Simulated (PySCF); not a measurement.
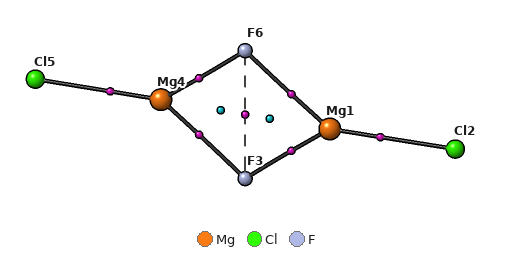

Figure. (ClMg-mu-F)2 (Cl2F2Mg2). Molecular graph of the electron density (QTAIM): bond paths, bond critical points (magenta), ring points (cyan, if any); weak paths are dashed.

Level of theory: TPSS/def2-SVPD (PySCF), at a geometry from GFN2-xTB. This is a single-reference result, which may miss multireference character in this system. No frequency check shows the geometry to be a minimum. GFN2-xTB bond lengths at metals and heavier atoms can be off by up to 0.1 Å and shapes distorted, which carries into these values.

The calculation's input:

```python
import numpy as np
from pyscf import gto, scf, dft
from pyscf.scf import atom_ks, atom_hf
from scipy.linalg import block_diag

def solve(mol, dm0=None, hcore=None):
    mf = (dft.UKS if mol.spin else dft.RKS)(mol, xc='tpss')
    mf.grids.level = 3
    mf = mf.density_fit(auxbasis='def2-universal-jkfit')
    mf.conv_tol, mf.max_cycle = 1e-8, 80
    if hcore is not None:
        mf.get_hcore = lambda *args: hcore
    mf.kernel(dm0)
    if not mf.converged:
        mf = mf.newton().run(mf.mo_coeff, mf.mo_occ, max_cycle=30)
    assert mf.converged, 'SCF not converged'
    return mf

mol = gto.M(atom='''
Mg    -1.42774     0.00242     0.01249
Cl    -3.53781    -0.00203    -0.00743
F     -0.00042     1.22393     0.00971
Mg     1.42774     0.00248    -0.01851
Cl     3.53781    -0.00189     0.00140
F      0.00042    -1.22306     0.00971
''', basis='def2-svpd', charge=0, spin=0, verbose=4)
mf = solve(mol)
mf.analyze()
# spherically averaged free atoms, for the promolecule
atm = atom_ks.get_atm_nrks(mol, xc='tpss')
pro = block_diag(*[(atm[a[0]][2] * atm[a[0]][3]) @ atm[a[0]][2].T for a in mol._atom])
np.savez('result.npz', e=mf.e_tot, c=mf.mo_coeff, occ=mf.mo_occ, eps=mf.mo_energy, pro=pro, dip=mf.dip_moment(verbose=0), s2=mf.spin_square()[0])
```

Launched as:

```sh
OMP_NUM_THREADS=1 python input.py
```

The run took 18 s on 1 thread of Intel(R) Xeon(R) 6975P-C (Granite Rapids) (shared host), peak memory 0.56 GiB.

Partitions, critical points and surface values were worked out afterwards from this run's density.

How many critical points of each kind are there, and does the count close?

6 nuclei, 7 bond, 2 ring and 0 cage critical points: 6 − 7 + 2 − 0 = 1, as the Poincaré–Hopf relation requires.

Give the properties at the bond critical points.

| bond | length (Å) | ρ (a.u.) | ∇²ρ (a.u.) | ε | H (a.u.) |
| --- | --- | --- | --- | --- | --- |
| Mg1–Cl2 (2 alike) | 2.110 | 0.057 | +0.36 | 0.00 | +0.006 |
| Mg1–F3 (4 alike) | 1.879 | 0.053 | +0.45 | 0.01 | +0.016 |
| F3–F6 | 2.447 | 0.033 | +0.09 | 0.14 | −0.006 |

What kind of interaction is F3–F6?

Intermediate (positive Laplacian, negative energy density H), as between two electron-rich atoms of one element: ρ = 0.033, ∇²ρ = +0.09, H = −0.006 a.u.

Are there bond paths between atoms that aren't covalently bonded?

Yes: F3–F6 (2.45 Å, ρ = 0.033).
